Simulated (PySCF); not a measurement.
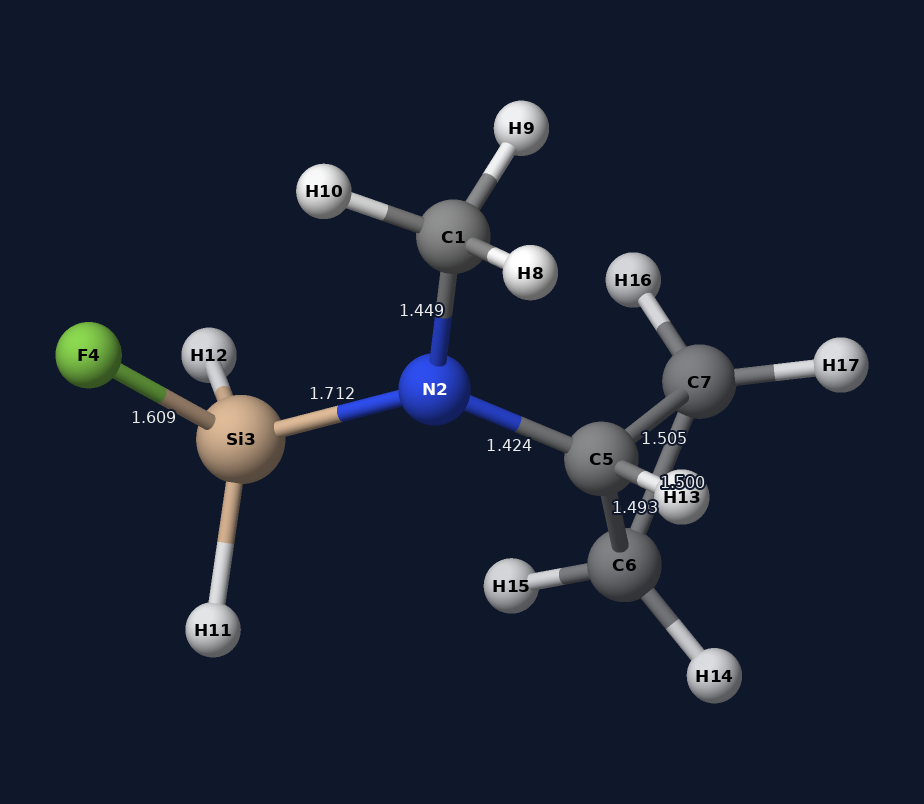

Bond lengths are marked in Å; every bond is drawn as one stick. The computed structure is the end point of a GFN2-xTB optimisation. No frequency run is at hand to confirm it as a minimum.

> Which of the marked bonds are single, double, triple or aromatic?

C1–N2 single; N2–Si3 single; N2–C5 single; Si3–F4 single; C5–C6 single; C5–C7 single; C6–C7 single.

> Give the structure as SMILES.

CN([SiH2]F)C1CC1
